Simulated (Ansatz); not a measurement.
ZrSe₂ (CdI2 type)

```yaml
crystal:
  lattice:
    - [3.73508, 0.00000, 0.00000]
    - [-1.86754, 3.23468, 0.00000]
    - [0.00000, 0.00000, 6.03154]
  atoms:
    - { symbol: Zr, position: [0.00000, 0.00000, 0.00000] }
    - { symbol: Se, position: [0.33333, 0.66667, 0.26507] }
    - { symbol: Se, position: [0.66667, 0.33333, 0.73493] }
```

E(V) scan at fixed shape, V₀ the volume above. The atoms relax within the cell's symmetry.

Calculation: PBE-D3(BJ) (plane waves to 420 eV, PAW, scalar-relativistic; Ansatz, an electronic-structure program). k mesh 14×14×8 (Γ-centred), Fermi-Dirac smearing 0.05 eV. The energy includes the smearing's −TS. With the shape held, the modulus is that of even scaling; a crystal free to change shape is softer. At this level the bands of ZrSe2 touch or barely overlap; measurements give the solid a gap. ZrSe2 is run without spin polarisation. ZrSe2 was relaxed with its symmetry unable to fall. The zero of ΔE is the relaxed starting cell.

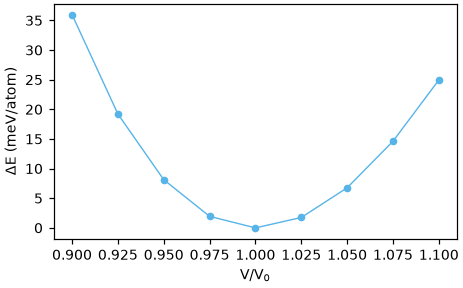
*ΔE (meV/atom) against V/V₀; markers are the computed points, lines only join them.*

Question: What is ΔE at V/V₀ = 1.100?

Answer: About 25 meV/atom.

Question: What is ΔE at V/V₀ = 0.900?

Answer: About 36 meV/atom.

Question: What bulk modulus at fixed cell shape B₀ follows from a third-order Birch-Murnaghan fit?

Answer: About 39 GPa.

(Under strain, the slope of the energy per volume gives the stress and its curvature an elastic modulus.)
